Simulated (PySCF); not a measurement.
# TiH₂: one geometry, several methods

Aim: at the PBE0 minimum of triplet TiH₂, found before, compare methods on energies and levels.

Computed with PySCF 2.14.0. Level: several methods, basis Ti def2-TZVP, H def2-TZVP, no relativity, density fitting.

### Step 1. The system as given

3 atoms, charge 0, spin multiplicity 3.

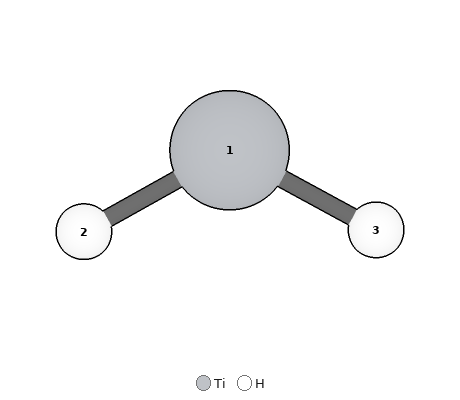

As it starts; titanium light grey, hydrogen white; atoms are numbered from 1 in the order of the file.

Z-matrix (Å, degrees; charge 0 multiplicity 3):
```
Ti
H  1 1.7571
H  1 1.7571 2 122.22
```

### Step 2. Real-space pictures of the lowest minimum

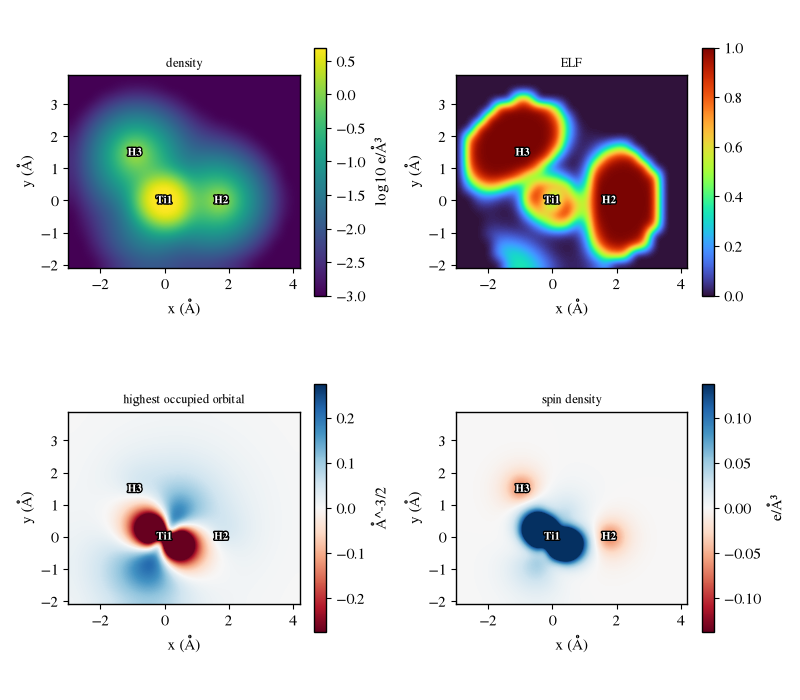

The plane holds Ti1 at (0.00, 0.00), H2 at (1.76, 0.00), H3 at (-0.94, 1.49) Å. ELF is set to 0 where the density is under 0.005 e/Å³; an orbital's overall sign is arbitrary.

Along Ti1–H2 (1.757 Å) the density is least, 0.63 e/Å³, about 1.05 Å from Ti1; ELF there is 0.51.

Values on the line from Ti1 (at 0) through H2 (at 1.757 Å):

```csv
distance (Å),density (e/Å³),ELF,electrostatic potential (V),spin density (e/Å³)
-0.61,3.56,0.886,51.2,0.475
-0.44,8.82,0.846,123,1.12
-0.26,19.8,0.153,364,1.45
-0.09,470,0.547,2.12e+03,-0.00642
0.18,101,0.794,727,0.816
0.35,10.3,0.349,208,1.15
0.53,5.28,0.834,78.4,0.625
0.70,1.98,0.671,35.1,0.28
0.88,0.865,0.368,17.9,0.123
1.05,0.628,0.51,10.3,0.0539
1.23,0.719,0.937,8.76,0.0155
1.41,1.01,0.998,15.9,-0.0199
1.58,1.59,1,52,-0.0694
1.84,1.91,1,132,-0.114
2.02,0.929,1,26.2,-0.063
2.20,0.453,1,8.06,-0.0345
2.37,0.229,1,2.16,-0.019
2.55,0.119,1,-0.0504,-0.0104
2.72,0.0637,1,-0.876,-0.00581
```

Making the fields needed 0.5 s of wall time on 2 threads of Arm Neoverse V1, shared host.

### Step 3. PBE0

One driver script runs all steps and calls PySCF; scf.py shows the equivalent input of each level. Each SCF starts from the density of the minimum. The driver also runs the species with one electron less or more at the same geometry; their logs are not shown.

scf.py

```python
from pyscf import gto, scf, dft
mol = gto.M(atom='''
Ti    -0.005099    -0.033863     0.000000
H      0.121290     0.805525     1.538422
H      0.121290     0.805525    -1.538422''',
    basis={'Ti': 'def2-TZVP', 'H': 'def2-TZVP'},
    charge=0, spin=2)
mf = dft.UKS(mol, xc='PBE0')
mf.grids.atom_grid = (75, 302)
aux = {'Ti': 'def2-universal-JKFIT', 'H': 'def2-universal-JKFIT'}
mf = mf.density_fit(auxbasis=aux)
mf.conv_tol = 1e-08
mf.diis_space = 10
mf.max_cycle = 60
mf.verbose = 4
mf.kernel()
```

Launch:

```sh
$ OMP_NUM_THREADS=2 python axn.py task.json out
```

Output:

```text
init E= -850.340873183795
[... the frontier-level lines of each cycle are left out ...]
cycle= 1 E= -850.3408731838  delta_E= -4.32e-12  |g|= 8.32e-08  |ddm|= 2.46e-07
Extra cycle  E= -850.3408731838  delta_E= 2.27e-13  |g|= 1.15e-07  |ddm|= 1.97e-07
converged SCF energy = -850.3408731838  <S^2> = 2.0194721  2S+1 = 3.0129534
```

This level, with the species of one electron less or more, took 1.4 s.

| Item | Value |
| --- | --- |
| energy | -850.340873 Eh |
| one electron less (charge +1) | -850.060063 Eh (doublet, ⟨S²⟩ 0.80) |
| one electron more (charge -1) | -850.349436 Eh (quartet, ⟨S²⟩ 3.76) |
| Mulliken charge of Ti1 | +0.45 e |

### Step 4. HF

scf.py: that of step 3 with these lines changed.

```diff
@@ -8,2 +8 @@
-mf = dft.UKS(mol, xc='PBE0')
-mf.grids.atom_grid = (75, 302)
+mf = scf.UHF(mol)
```

Output:

```text
init E= -849.498020186343
[... the frontier-level lines of each cycle are left out ...]
cycle= 1 E= -849.514981162793  delta_E= -0.017  |g|= 0.0617  |ddm|= 0.136
cycle= 2 E= -849.518571540949  delta_E= -0.00359  |g|= 0.0312  |ddm|= 0.0828
cycle= 3 E= -849.519599183354  delta_E= -0.00103  |g|= 0.0151  |ddm|= 0.0299
cycle= 4 E= -849.52048601346  delta_E= -0.000887  |g|= 0.00752  |ddm|= 0.0457
cycle= 5 E= -849.520747460142  delta_E= -0.000261  |g|= 0.00427  |ddm|= 0.028
cycle= 6 E= -849.520864331364  delta_E= -0.000117  |g|= 0.00259  |ddm|= 0.0231
cycle= 7 E= -849.520910063139  delta_E= -4.57e-05  |g|= 0.00181  |ddm|= 0.0155
cycle= 8 E= -849.520933598389  delta_E= -2.35e-05  |g|= 0.00151  |ddm|= 0.00761
cycle= 9 E= -849.52097110049  delta_E= -3.75e-05  |g|= 0.00105  |ddm|= 0.0147
cycle= 10 E= -849.520993670658  delta_E= -2.26e-05  |g|= 0.0005  |ddm|= 0.0157
cycle= 11 E= -849.520997517462  delta_E= -3.85e-06  |g|= 0.000211  |ddm|= 0.00725
cycle= 12 E= -849.520997881376  delta_E= -3.64e-07  |g|= 8.35e-05  |ddm|= 0.00213
cycle= 13 E= -849.520997914571  delta_E= -3.32e-08  |g|= 2.42e-05  |ddm|= 0.000444
cycle= 14 E= -849.520997916871  delta_E= -2.3e-09  |g|= 1.27e-05  |ddm|= 0.000108
Extra cycle  E= -849.520997917221  delta_E= -3.5e-10  |g|= 1.03e-05  |ddm|= 1.91e-05
converged SCF energy = -849.520997917221  <S^2> = 2.02012  2S+1 = 3.0133835
```

This level, with the species of one electron less or more, took 0.5 s.

- energy: -849.520998 Eh
- one electron less (charge +1): -849.246652 Eh (doublet, ⟨S²⟩ 0.94)
- one electron more (charge -1): -849.510514 Eh (quartet, ⟨S²⟩ 3.76)
- Mulliken charge of Ti1: +0.68 e

### Step 5. PBE

scf.py: that of step 4 with these lines changed.

```diff
@@ -8 +8,2 @@
-mf = scf.UHF(mol)
+mf = dft.UKS(mol, xc='PBE')
+mf.grids.atom_grid = (75, 302)
```

Output:

```text
init E= -850.309211068423
[... the frontier-level lines of each cycle are left out ...]
cycle= 1 E= -850.310125010218  delta_E= -0.000914  |g|= 0.06  |ddm|= 0.126
cycle= 2 E= -850.293754222765  delta_E= 0.0164  |g|= 0.186  |ddm|= 0.214
cycle= 3 E= -850.312266775807  delta_E= -0.0185  |g|= 0.0127  |ddm|= 0.164
cycle= 4 E= -850.31238788861  delta_E= -0.000121  |g|= 0.00257  |ddm|= 0.019
cycle= 5 E= -850.312391004858  delta_E= -3.12e-06  |g|= 0.000476  |ddm|= 0.00241
cycle= 6 E= -850.312391421418  delta_E= -4.17e-07  |g|= 0.00028  |ddm|= 0.0027
cycle= 7 E= -850.31239150528  delta_E= -8.39e-08  |g|= 4.87e-05  |ddm|= 0.000866
cycle= 8 E= -850.312391507739  delta_E= -2.46e-09  |g|= 7.83e-06  |ddm|= 0.000167
Extra cycle  E= -850.31239150849  delta_E= -7.51e-10  |g|= 7.16e-06  |ddm|= 8.6e-05
converged SCF energy = -850.31239150849  <S^2> = 2.0165136  2S+1 = 3.0109889
```

This level, with the species of one electron less or more, took 3.3 s.

* energy: -850.312392 Eh
* one electron less (charge +1): -850.035194 Eh (doublet, ⟨S²⟩ 0.77)
* one electron more (charge -1): -850.323951 Eh (quartet, ⟨S²⟩ 3.76)
* Mulliken charge of Ti1: +0.39 e

### Step 6. B3LYP

scf.py: that of step 5 with these lines changed.

```diff
@@ -8 +8 @@
-mf = dft.UKS(mol, xc='PBE')
+mf = dft.UKS(mol, xc='B3LYP')
```

Output:

```text
init E= -850.571818375317
[... the frontier-level lines of each cycle are left out ...]
cycle= 1 E= -850.572336111851  delta_E= -0.000518  |g|= 0.0044  |ddm|= 0.0487
cycle= 2 E= -850.57234544276  delta_E= -9.33e-06  |g|= 0.00355  |ddm|= 0.0075
cycle= 3 E= -850.572349390207  delta_E= -3.95e-06  |g|= 0.00171  |ddm|= 0.00345
cycle= 4 E= -850.572351105993  delta_E= -1.72e-06  |g|= 0.000731  |ddm|= 0.0023
cycle= 5 E= -850.572351520436  delta_E= -4.14e-07  |g|= 0.000241  |ddm|= 0.000838
cycle= 6 E= -850.572351651986  delta_E= -1.32e-07  |g|= 6.99e-05  |ddm|= 0.00068
cycle= 7 E= -850.57235168243  delta_E= -3.04e-08  |g|= 3.18e-05  |ddm|= 0.000414
cycle= 8 E= -850.572351689227  delta_E= -6.8e-09  |g|= 1.9e-05  |ddm|= 0.000183
Extra cycle  E= -850.572351691587  delta_E= -2.36e-09  |g|= 1.7e-05  |ddm|= 9.03e-05
converged SCF energy = -850.572351691587  <S^2> = 2.0149956  2S+1 = 3.0099805
```

This level, with the species of one electron less or more, needed 2.7 s of wall time on 2 threads of Arm Neoverse V1, shared host.

| Property | Result |
| --- | --- |
| energy | -850.572352 Eh |
| one electron less (charge +1) | -850.288204 Eh (doublet, ⟨S²⟩ 0.79) |
| one electron more (charge -1) | -850.580397 Eh (quartet, ⟨S²⟩ 3.76) |
| Mulliken charge of Ti1 | +0.48 e |

### Step 7. r2SCAN

scf.py: that of step 6 with these lines changed.

```diff
@@ -8,2 +8,2 @@
-mf = dft.UKS(mol, xc='B3LYP')
-mf.grids.atom_grid = (75, 302)
+mf = dft.UKS(mol, xc='R2SCAN')
+mf.grids.atom_grid = (90, 434)
```

Output:

```text
init E= -850.510088651659
[... the frontier-level lines of each cycle are left out ...]
cycle= 1 E= -850.511235198345  delta_E= -0.00115  |g|= 0.0184  |ddm|= 0.0749
cycle= 2 E= -850.510243846854  delta_E= 0.000991  |g|= 0.049  |ddm|= 0.0588
cycle= 3 E= -850.511471782036  delta_E= -0.00123  |g|= 0.00314  |ddm|= 0.0389
cycle= 4 E= -850.511482537217  delta_E= -1.08e-05  |g|= 0.0014  |ddm|= 0.00593
cycle= 5 E= -850.511488667449  delta_E= -6.13e-06  |g|= 0.000831  |ddm|= 0.00599
cycle= 6 E= -850.51149269912  delta_E= -4.03e-06  |g|= 0.00036  |ddm|= 0.00741
cycle= 7 E= -850.51149377624  delta_E= -1.08e-06  |g|= 0.000225  |ddm|= 0.00296
cycle= 8 E= -850.511494506139  delta_E= -7.3e-07  |g|= 0.00021  |ddm|= 0.00205
cycle= 9 E= -850.511495370888  delta_E= -8.65e-07  |g|= 0.000208  |ddm|= 0.00241
cycle= 10 E= -850.511499070498  delta_E= -3.7e-06  |g|= 0.000204  |ddm|= 0.0105
cycle= 11 E= -850.511506851911  delta_E= -7.78e-06  |g|= 0.00021  |ddm|= 0.0241
cycle= 12 E= -850.511506585759  delta_E= 2.66e-07  |g|= 0.000179  |ddm|= 0.000931
cycle= 13 E= -850.511499661545  delta_E= 6.92e-06  |g|= 0.00211  |ddm|= 0.114
cycle= 14 E= -850.51149956836  delta_E= 9.32e-08  |g|= 0.00213  |ddm|= 0.000133
cycle= 15 E= -850.511501784476  delta_E= -2.22e-06  |g|= 0.00195  |ddm|= 0.00374
cycle= 16 E= -850.511511568406  delta_E= -9.78e-06  |g|= 0.000996  |ddm|= 0.0227
cycle= 17 E= -850.511516069107  delta_E= -4.5e-06  |g|= 0.000128  |ddm|= 0.0347
cycle= 18 E= -850.511515979468  delta_E= 8.96e-08  |g|= 0.000128  |ddm|= 0.00873
cycle= 19 E= -850.511516108113  delta_E= -1.29e-07  |g|= 3.65e-05  |ddm|= 0.00651
cycle= 20 E= -850.511516097605  delta_E= 1.05e-08  |g|= 4.98e-05  |ddm|= 0.00104
cycle= 21 E= -850.511516110921  delta_E= -1.33e-08  |g|= 3.93e-06  |ddm|= 0.00161
cycle= 22 E= -850.511516111109  delta_E= -1.87e-10  |g|= 1.29e-06  |ddm|= 0.000245
Extra cycle  E= -850.511516111103  delta_E= 5.91e-12  |g|= 1.18e-06  |ddm|= 2.75e-06
converged SCF energy = -850.511516111103  <S^2> = 2.0302199  2S+1 = 3.0200794
```

This level, with the species of one electron less or more, took 16 s.

* energy: -850.511516 Eh
* one electron less (charge +1): -850.230281 Eh (doublet, ⟨S²⟩ 0.81)
* one electron more (charge -1): -850.521713 Eh (quartet, ⟨S²⟩ 3.76)
* Mulliken charge of Ti1: +0.47 e

### Step 8. TPSSh

scf.py: that of step 7 with these lines changed.

```diff
@@ -8 +8 @@
-mf = dft.UKS(mol, xc='R2SCAN')
+mf = dft.UKS(mol, xc='TPSSH')
```

Output:

```text
init E= -850.571486637468
[... the frontier-level lines of each cycle are left out ...]
cycle= 1 E= -850.572066944302  delta_E= -0.00058  |g|= 0.0052  |ddm|= 0.0497
cycle= 2 E= -850.572098154722  delta_E= -3.12e-05  |g|= 0.00408  |ddm|= 0.0143
cycle= 3 E= -850.572104577201  delta_E= -6.42e-06  |g|= 0.00209  |ddm|= 0.00498
cycle= 4 E= -850.57210778719  delta_E= -3.21e-06  |g|= 0.00173  |ddm|= 0.00438
cycle= 5 E= -850.572110404598  delta_E= -2.62e-06  |g|= 0.000489  |ddm|= 0.00257
cycle= 6 E= -850.572111163141  delta_E= -7.59e-07  |g|= 0.000216  |ddm|= 0.00185
cycle= 7 E= -850.572111740999  delta_E= -5.78e-07  |g|= 0.000129  |ddm|= 0.00235
cycle= 8 E= -850.572112017586  delta_E= -2.77e-07  |g|= 7.31e-05  |ddm|= 0.00187
cycle= 9 E= -850.572112131126  delta_E= -1.14e-07  |g|= 6.14e-05  |ddm|= 0.000991
cycle= 10 E= -850.57211221585  delta_E= -8.47e-08  |g|= 6e-05  |ddm|= 0.00067
cycle= 11 E= -850.572112369586  delta_E= -1.54e-07  |g|= 5.84e-05  |ddm|= 0.00124
cycle= 12 E= -850.572113474571  delta_E= -1.1e-06  |g|= 4.83e-05  |ddm|= 0.0105
cycle= 13 E= -850.572114260384  delta_E= -7.86e-07  |g|= 4.63e-05  |ddm|= 0.0112
cycle= 14 E= -850.572114135283  delta_E= 1.25e-07  |g|= 3.03e-05  |ddm|= 0.00229
cycle= 15 E= -850.572114645006  delta_E= -5.1e-07  |g|= 8.52e-05  |ddm|= 0.0174
cycle= 16 E= -850.572114647445  delta_E= -2.44e-09  |g|= 5.84e-05  |ddm|= 0.000384
Extra cycle  E= -850.572114647981  delta_E= -5.36e-10  |g|= 5.92e-05  |ddm|= 7.77e-05
converged SCF energy = -850.572114647981  <S^2> = 2.0132141  2S+1 = 3.0087965
```

This level, with the species of one electron less or more, took 15 s.

```
energy                        : -850.572115 Eh
one electron less (charge +1) : -850.295032 Eh (doublet, ⟨S²⟩ 0.78)
one electron more (charge -1) : -850.579982 Eh (quartet, ⟨S²⟩ 3.75)
Mulliken charge of Ti1        : +0.47 e
```

### Step 9. B97-3

scf.py: that of step 8 with these lines changed.

```diff
@@ -8,2 +8,2 @@
-mf = dft.UKS(mol, xc='TPSSH')
-mf.grids.atom_grid = (90, 434)
+mf = dft.UKS(mol, xc='HYB_GGA_XC_B97_3')
+mf.grids.atom_grid = (75, 302)
```

Output:

```text
init E= -850.439715933488
[... the frontier-level lines of each cycle are left out ...]
cycle= 1 E= -850.440703880627  delta_E= -0.000988  |g|= 0.0151  |ddm|= 0.0928
cycle= 2 E= -850.440889956286  delta_E= -0.000186  |g|= 0.0108  |ddm|= 0.0472
cycle= 3 E= -850.440964761944  delta_E= -7.48e-05  |g|= 0.00407  |ddm|= 0.0154
cycle= 4 E= -850.440971865115  delta_E= -7.1e-06  |g|= 0.00137  |ddm|= 0.00432
cycle= 5 E= -850.440973976033  delta_E= -2.11e-06  |g|= 0.000519  |ddm|= 0.00193
cycle= 6 E= -850.440975066326  delta_E= -1.09e-06  |g|= 0.000255  |ddm|= 0.00199
cycle= 7 E= -850.440975571467  delta_E= -5.05e-07  |g|= 0.000153  |ddm|= 0.00145
cycle= 8 E= -850.440975917386  delta_E= -3.46e-07  |g|= 9.59e-05  |ddm|= 0.00159
cycle= 9 E= -850.440976104025  delta_E= -1.87e-07  |g|= 4.27e-05  |ddm|= 0.00174
cycle= 10 E= -850.440976126833  delta_E= -2.28e-08  |g|= 2.23e-05  |ddm|= 0.000571
cycle= 11 E= -850.440976132  delta_E= -5.17e-09  |g|= 2.12e-05  |ddm|= 0.000112
Extra cycle  E= -850.44097613611  delta_E= -4.11e-09  |g|= 2.09e-05  |ddm|= 8.5e-05
converged SCF energy = -850.44097613611  <S^2> = 2.0098901  2S+1 = 3.0065862
```

This level, with the species of one electron less or more, took 3.4 s.

```
energy                        : -850.440976 Eh
one electron less (charge +1) : -850.162708 Eh (doublet, ⟨S²⟩ 0.79)
one electron more (charge -1) : -850.444013 Eh (quartet, ⟨S²⟩ 3.76)
Mulliken charge of Ti1        : +0.50 e
```

### Step 10. BP86

scf.py: that of step 9 with these lines changed.

```diff
@@ -8 +8 @@
-mf = dft.UKS(mol, xc='HYB_GGA_XC_B97_3')
+mf = dft.UKS(mol, xc='B88,P86')
```

Output:

```text
init E= -850.656449419608
[... the frontier-level lines of each cycle are left out ...]
cycle= 1 E= -850.657422854596  delta_E= -0.000973  |g|= 0.0606  |ddm|= 0.126
cycle= 2 E= -850.640908892753  delta_E= 0.0165  |g|= 0.188  |ddm|= 0.212
cycle= 3 E= -850.659590870795  delta_E= -0.0187  |g|= 0.0126  |ddm|= 0.161
cycle= 4 E= -850.659709097046  delta_E= -0.000118  |g|= 0.0025  |ddm|= 0.019
cycle= 5 E= -850.65971201965  delta_E= -2.92e-06  |g|= 0.000426  |ddm|= 0.00214
cycle= 6 E= -850.659712317154  delta_E= -2.98e-07  |g|= 0.000258  |ddm|= 0.00221
cycle= 7 E= -850.659712392578  delta_E= -7.54e-08  |g|= 4.14e-05  |ddm|= 0.000662
cycle= 8 E= -850.659712393767  delta_E= -1.19e-09  |g|= 4.56e-06  |ddm|= 0.000109
Extra cycle  E= -850.659712393758  delta_E= 9.21e-12  |g|= 9.24e-06  |ddm|= 1.52e-05
converged SCF energy = -850.659712393758  <S^2> = 2.0154415  2S+1 = 3.0102767
```

This level, with the species of one electron less or more, needed 3.8 s of wall time on 2 threads of Arm Neoverse V1, shared host.

| Quantity | Value |
| --- | --- |
| energy | -850.659712 Eh |
| one electron less (charge +1) | -850.378474 Eh (doublet, ⟨S²⟩ 0.77) |
| one electron more (charge -1) | -850.675562 Eh (quartet, ⟨S²⟩ 3.76) |
| Mulliken charge of Ti1 | +0.40 e |

### Step 11. The ladder

| level | atomisation energy (kJ/mol) | vertical ionisation energy (eV) | vertical electron affinity (eV) | −ε(HOMO) (eV) | gap (eV) | dipole (D) | wall time |
| --- | --- | --- | --- | --- | --- | --- | --- |
| PBE0 | 513 | 7.64 | 0.23 | 5.57 | 3.76 | 3.32 | 1.4 s |
| HF | 333 | 7.47 | -0.29 | 9.04 | 9.92 | 4.40 | 0.5 s |
| PBE | 550 | 7.54 | 0.31 | 4.30 | 0.79 | 2.83 | 3.3 s |
| B3LYP | 527 | 7.73 | 0.22 | 5.36 | 3.21 | 3.21 | 2.7 s |
| r2SCAN | 563 | 7.65 | 0.28 | 4.63 | 1.56 | 3.09 | 16 s |
| TPSSh | 570 | 7.54 | 0.21 | 4.89 | 2.35 | 3.21 | 15 s |
| B97-3 | 498 | 7.57 | 0.08 | 5.56 | 2.93 | 3.26 | 3.4 s |
| BP86 | 576 | 7.65 | 0.43 | 4.44 | 0.80 | 2.84 | 3.8 s |

Times are for 2 threads of Arm Neoverse V1, shared host; PBE0 starts from its own converged density, so its time is not comparable. A dash stands where a species or a free atom was not run at that level, or the quantity is not defined.

Atomisation goes to high-spin atoms in their ground configurations, run at the same level, without zero-point energy.

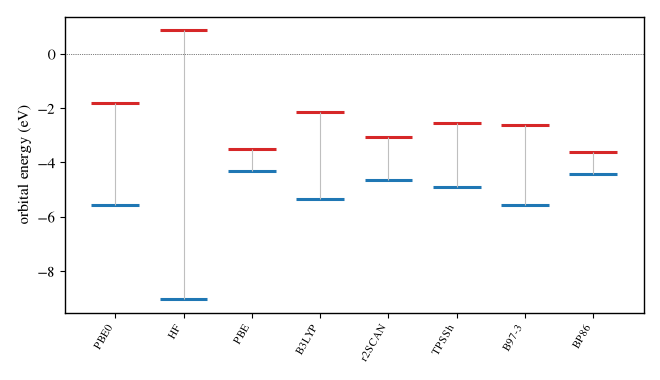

Highest occupied (blue) and lowest empty (red) levels by method.

### Step 12. What came out

```
                         quantity                          value
        atomisation energy, range  333 (HF) to 576 (BP86) kJ/mol
vertical ionisation energy, range   7.47 (HF) to 7.73 (B3LYP) eV
vertical electron affinity, range   -0.29 (HF) to 0.43 (BP86) eV
               orbital gap, range     0.79 (PBE) to 9.92 (HF) eV
```

What this shows: The atomisation energy spreads over 243 kJ/mol, from HF to BP86; without a CCSD(T) value for it there is no yardstick here. Without diffuse functions electron affinities tend to come out too low. Other spin states or occupations of the open shell can lie lower.
